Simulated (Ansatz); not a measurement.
# One shape, several levels: triplet CHFO

Aim: a comparison of 6 runs (UHF/3-21G, UB2PLYP/def2-TZVPP, UBLYP/def2-TZVPP, UCAM-B3LYP/def2-TZVPP, UPBE0/def2-TZVPP, UMP2/def2-TZVPP) of triplet CHFO. 

The calculation is run with Ansatz 0.2.0.

63 further runs of the same task are left out: 63 set aside as unsound or not needed.

**1. Starting point**

CHFO has 4 atoms, charge 0, and is taken as a triplet. As SMILES of the parent species, `O=CF`. Geometry: relaxed at PBE0-D4/def2-TZVP. That shape belongs to the parent species and isn't relaxed for this state.

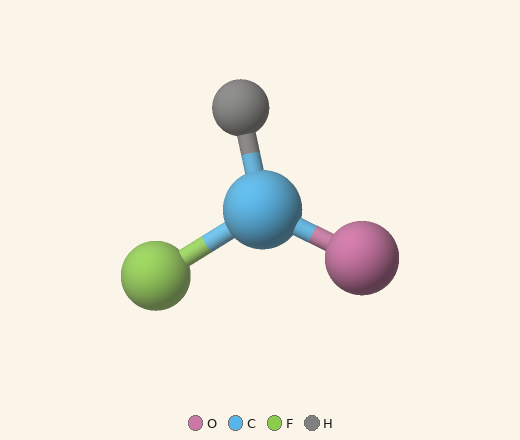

Viewed from a chosen angle; oxygen pink, carbon blue, fluorine green, hydrogen grey.

**2. A single-point energy at UHF/3-21G (run 1)**

Contents of in.yaml:

```yaml
crystal:
  periodic: [false, false, false]
  atoms:
    - {symbol: O, position_ang: [-0.889340, 0.201180, 0.827740]}
    - {symbol: C, position_ang: [-0.046400, 0.067520, 0.021620]}
    - {symbol: F, position_ang: [0.585200, -1.091810, -0.181820]}
    - {symbol: H, position_ang: [0.350540, 0.823120, -0.667550]}
basis:
  gaussian: {orbitals: 3-21G.json}
accuracy: high
output: {orbitals: {seedname: orbitals}}
magnetization: {spin_polarized: true, initial_magnetization: 2}
total_charge: 0
hamiltonian: {xc: hf}
```

The basis set 3-21G is read from a file made from the Basis Set Exchange's data (not shown).

Launch:

```bash
$ ansatz run in.yaml --threads 1 --pin off --max-ram 3480MiB --events-out events.jsonl --progress --plain --runs-dir runs
```

The program printed:

```text
Warning: RAYON_NUM_THREADS=1 ignored (pool sized by the plan → 1); use --threads N
Functional definition: HF
  name "HF"
  exchange = exact_x
  correlation = 0
576 factors; integrals over basis functions are off by at most 4.4e-9 eV
mean field evaluation 1: about -5750.6632 eV, gradient 1.6e1 eV
mean field evaluation 2: about -5750.6694 eV, gradient 1.6e1 eV
mean field evaluation 4: about -5752.6251 eV, gradient 3.0e0 eV
mean field evaluation 8: about -5752.8570 eV, gradient 4.2e-1 eV
mean field evaluation 16: about -5752.8637 eV, gradient 7.4e-8 eV
mean field evaluation 32: about -5751.7976 eV, gradient 2.0e-1 eV
mean field -5752.86367677 eV, -211.4138406901 hartree, gradient 7.4e-8 eV, S^2 2.010342; 0 other end points of the search recorded, 0 dependent functions left out
reference -5752.86367677 eV, -211.4138406901 hartree; 13, 11 occupied and 16, 18 virtual orbitals, 576 factors
Total energy: -5752.86367677 eV, -211.4138406901 hartree
```

Wall time 0.2 s (1 thread of Arm Neoverse V2, shared host).

**3. The energy at UB2PLYP/def2-TZVPP (run 2)**

Contents of molecule.yaml:

```yaml
crystal:
  periodic: [false, false, false]
  atoms:
    - symbol: O
      position_ang: [-0.889340, 0.201180, 0.827740]
    - symbol: C
      position_ang: [-0.046400, 0.067520, 0.021620]
    - symbol: F
      position_ang: [0.585200, -1.091810, -0.181820]
    - symbol: H
      position_ang: [0.350540, 0.823120, -0.667550]
basis:
  gaussian: {orbitals: def2-TZVPP}
magnetization: {spin_polarized: true, initial_magnetization: 2}
hamiltonian: {xc: {name: B2PLYP}}
correlation: {frozen_orbitals: {C: 1, F: 1, H: 0, O: 1}}
accuracy: high
output: {orbitals: {seedname: orbitals}}
```

Launch:

```bash
$ ansatz run molecule.yaml --threads 1 --pin off --max-ram 3480MiB --events-out events.jsonl --progress --plain --runs-dir runs
```

The program printed (excerpt; [...] marks lines left out):

```text
Warning: RAYON_NUM_THREADS=1 ignored (pool sized by the plan → 1); use --threads N
Functional definition: B2PLYP
  name "B2PLYP"
[...]
1762 factors; integrals over basis functions are off by at most 3.7e-9 eV
[...]
mean field -5805.33895899 eV, -213.3422717427 hartree, gradient 4.7e-8 eV, S^2 2.010680; 2 other end points of the search recorded, 0 dependent functions left out
3 core orbitals not correlated: weight in the atoms' cores, before any rotation towards them, 1.000 or more for the frozen orbitals, at most 0.000 for the correlated occupied ones
reference -5805.33897709 eV, -213.3422724079 hartree; 10, 8 occupied and 94, 96 virtual orbitals, 1762 factors
second order -18.67562472 eV of doubles, -0.00000000 eV of singles
Total energy: -5810.38139576 eV, -213.5275778763 hartree
```

Run time: 9.6 s. Hardware: 1 thread of Arm Neoverse V2, shared host; peak memory 0.32 GiB.

Run 3 isn't shown in full; the table further down has it.

**4. The energy at UCAM-B3LYP/def2-TZVPP (run 4)**

in.yaml, as its differences from that of step 2:

```diff
@@ -8,7 +8,6 @@
 basis:
-  gaussian: {orbitals: 3-21G.json}
+  gaussian: {orbitals: def2-TZVPP}
+magnetization: {spin_polarized: true, initial_magnetization: 2}
+hamiltonian: {xc: {name: CAM-B3LYP}}
 accuracy: high
 output: {orbitals: {seedname: orbitals}}
-magnetization: {spin_polarized: true, initial_magnetization: 2}
-total_charge: 0
-hamiltonian: {xc: hf}
```

Launch:

```bash
$ ansatz run in.yaml --threads 1 --pin off --max-ram 3480MiB --events-out events.jsonl --progress --plain --runs-dir runs
```

The program printed (excerpt; [...] marks lines left out):

```text
Warning: RAYON_NUM_THREADS=1 ignored (pool sized by the plan → 1); use --threads N
Functional definition: CAM-B3LYP
  name "CAM-B3LYP"
[...]
1762 factors; integrals over basis functions are off by at most 3.7e-9 eV
253 factors; integrals over basis functions are off by at most 1.5e-9 eV
[...]
mean field -5812.43300548 eV, -213.6029731427 hartree, gradient 5.9e-8 eV, S^2 2.006363; 1 other end points of the search recorded, 0 dependent functions left out
reference -5812.43301921 eV, -213.6029736475 hartree; 13, 11 occupied and 94, 96 virtual orbitals, 1762 factors
Total energy: -5812.43301921 eV, -213.6029736475 hartree
```

It took 7.8 s on 1 thread of Arm Neoverse V2, shared host; peak memory 0.35 GiB.

Run 5 isn't shown in full; the table further down has it.

**5. A single-point energy at UMP2/def2-TZVPP (run 6)**

Contents of input.yaml:

```yaml
crystal:
  periodic: [false, false, false]
  atoms:
    - symbol: O
      position_ang: [-0.889340, 0.201180, 0.827740]
    - symbol: C
      position_ang: [-0.046400, 0.067520, 0.021620]
    - symbol: F
      position_ang: [0.585200, -1.091810, -0.181820]
    - symbol: H
      position_ang: [0.350540, 0.823120, -0.667550]
basis:
  gaussian: {orbitals: def2-TZVPP}
magnetization: {spin_polarized: true, initial_magnetization: 2}
correlation: {method: mp2, frozen_orbitals: {C: 1, F: 1, H: 0, O: 1}}
accuracy: high
```

Launch:

```bash
$ ansatz run input.yaml --threads 1 --pin off --max-ram 3480MiB --events-out events.jsonl --progress --plain --runs-dir runs
```

The program printed:

```text
Warning: RAYON_NUM_THREADS=1 ignored (pool sized by the plan → 1); use --threads N
[... 4 set-up lines as earlier in the session ...]
1762 factors; integrals over basis functions are off by at most 3.7e-9 eV
mean field evaluation 1: about -5784.7080 eV, gradient 1.8e1 eV
mean field evaluation 2: about -5784.7129 eV, gradient 1.8e1 eV
mean field evaluation 4: about -5786.9776 eV, gradient 3.9e0 eV
mean field evaluation 8: about -5787.3652 eV, gradient 2.8e-1 eV
mean field evaluation 16: about -5786.7111 eV, gradient 7.0e0 eV
mean field -5787.36828285 eV, -212.6818615758 hartree, gradient 4.9e-8 eV, S^2 2.018666; 4 other end points of the search recorded, 0 dependent functions left out
3 core orbitals not correlated: weight in the atoms' cores, before any rotation towards them, 1.000 or more for the frozen orbitals, at most 0.000 for the correlated occupied ones
reference -5787.36828285 eV, -212.6818615758 hartree; 10, 8 occupied and 94, 96 virtual orbitals, 1762 factors
second order -15.52083376 eV of doubles, -0.00000000 eV of singles
Total energy: -5802.88911661 eV, -213.2522416959 hartree
```

Wall time 4.2 s (1 thread of Arm Neoverse V2, shared host); peak memory 0.28 GiB.

**6. The series**

| run | level | frozen core orbitals | energy (Eh) | HOMO energy (eV) | ⟨S²⟩ | wall time |
| --- | --- | --- | --- | --- | --- | --- |
| 1 | UHF/3-21G | – | -211.413841 | -8.05 | 2.010 | 0.2 s |
| 2 | UB2PLYP/def2-TZVPP | 3 | -213.527578 | -5.59 | 2.011 | 9.6 s |
| 3 | UBLYP/def2-TZVPP | – | -213.640787 | -2.44 | 2.004 | 8.7 s |
| 4 | UCAM-B3LYP/def2-TZVPP | – | -213.602974 | -5.58 | 2.006 | 7.8 s |
| 5 | UPBE0/def2-TZVPP | – | -213.448610 | -4.08 | 2.007 | 6.6 s |
| 6 | UMP2/def2-TZVPP | 3 | -213.252242 | – | 2.019 | 4.2 s |

**7. Results**

```
                                          quantity          value
                               run 6: total energy  -213.25224 Eh
run 6: correlation energy (3 core orbitals frozen)     -570.4 mEh
          run 6: ⟨S²⟩ of the reference determinant          2.019
```

What this shows: Totals of different functionals can't be ranked against each other. All runs together took 37 s, the longest 9.6 s.
